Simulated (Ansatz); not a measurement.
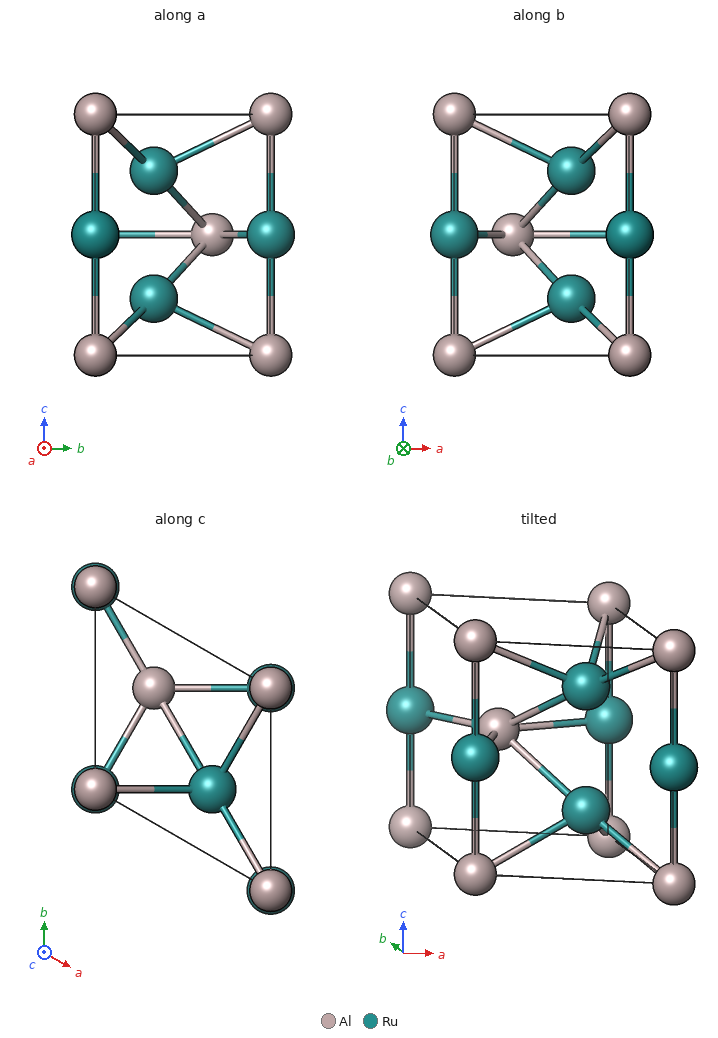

The image is a ball-and-stick drawing of a crystal, viewed along the a axis, along the b axis, along the c axis and slightly off an axis. The edges of the conventional unit cell are marked.

Lattice parameters: a = 4.240 Å, b = 4.240 Å, c = 5.043 Å, α = 90.00°, β = 90.00°, γ = 120.00°. Put a along x and b in the xy plane.

From the views, write a POSCAR file, with free fractional coordinates to two decimals.

Answer.
```
Al Ru
1.0
     4.240    0.000    0.000
    -2.120    3.672    0.000
     0.000    0.000    5.043
Al Ru
2 3
Direct
  0.00 0.00 0.00
  0.3333 0.6667 0.50
  0.6667 0.3333 0.23
  0.6667 0.3333 0.77
  0.00 0.00 0.50
```

The initial geometry was a structure type filled with these elements by a generator (whether the compound takes this form wasn't checked). The picture shows the end point of a geometry optimisation with DFT PBE, scalar-relativistic, plane waves, PAW in Ansatz 0.2.0.
